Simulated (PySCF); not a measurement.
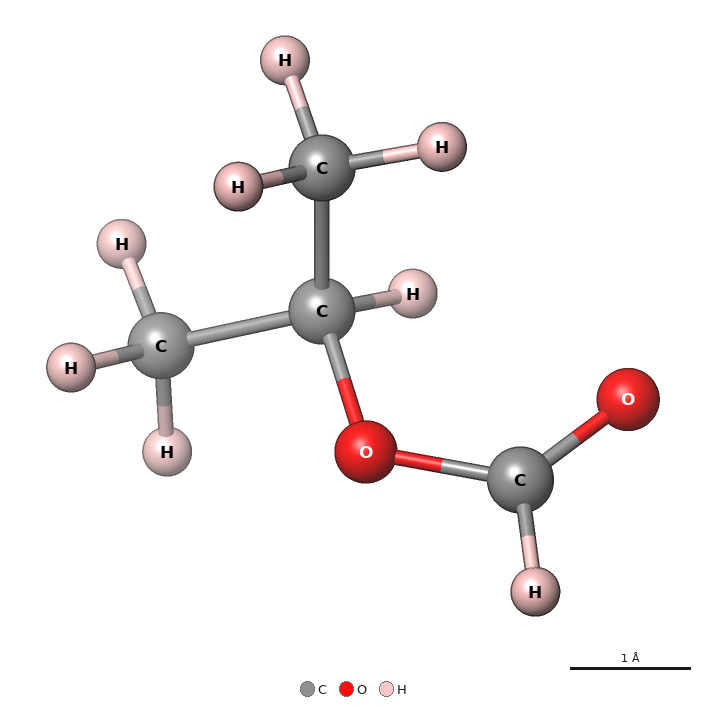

Atoms fade into the background with distance from the viewer. Computed geometry: PBE0-D3(BJ)/def2-SVP optimisation. No frequency run is at hand to confirm it as a minimum. Masses are those of the most abundant isotopes; constants are for the rigid equilibrium geometry.

Classify the rotor and give the rotational constants (MHz).

An asymmetric top (C1): A = 6450, B = 2525, C = 2118 MHz. Ray's parameter κ is −0.81, nearer the prolate limit.
